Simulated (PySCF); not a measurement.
System: C₄H₁₁FSi₂, SMILES C=CCC[SiH2][SiH2]F.

Vertical TDDFT excitations, ωB97X-D/def2-SVPD with PySCF 2.14.0, at a GFN2-xTB geometry (no frequency check), gas phase.

> Predict the low-lying singlet excitations and the spectrum.

The lowest singlet lies at 6.41 eV (193 nm, f = 0.043); the brightest of the first 8 is S2 at 7.26 eV (171 nm), f = 0.422, mixed, the largest part being HOMO → LUMO (38 %). No singlet lies below 3.1 eV (beyond 400 nm), so at this level no vertical transition falls in the visible.


| state | E (eV) | λ (nm) | f | main character |
| --- | --- | --- | --- | --- |
| S1 | 6.41 | 193 | 0.043 | HOMO−1 → LUMO (61 %) |
| S2 | 7.26 | 171 | 0.422 | HOMO → LUMO (38 %) |
| S3 | 7.37 | 168 | 0.023 | HOMO−1 → LUMO+1 (42 %) |
| S4 | 7.47 | 166 | 0.024 | HOMO−3 → LUMO (58 %) |
| S5 | 7.53 | 165 | 0.133 | HOMO → LUMO+2 (57 %) |
| S6 | 7.64 | 162 | 0.068 | HOMO−2 → LUMO (45 %) |
| S7 | 7.86 | 158 | 0.064 | HOMO → LUMO (16 %) |
| S8 | 7.95 | 156 | 0.014 | HOMO−1 → LUMO+3 (39 %) |

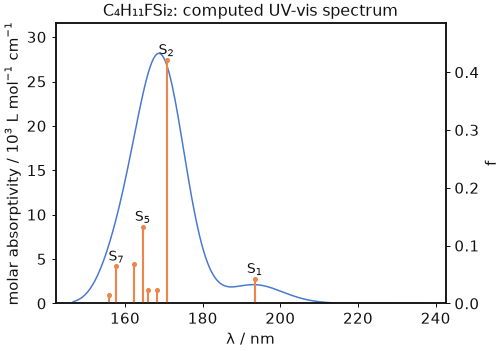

The lowest 8 singlet states are shown; each is broadened by a Gaussian of 1/e half-width 0.33 eV. Sticks give oscillator strengths (right axis).

Caveats: the tight-binding geometry is rougher than a DFT one and adds to the error; one conformer of a flexible molecule; core orbitals are frozen in the response.
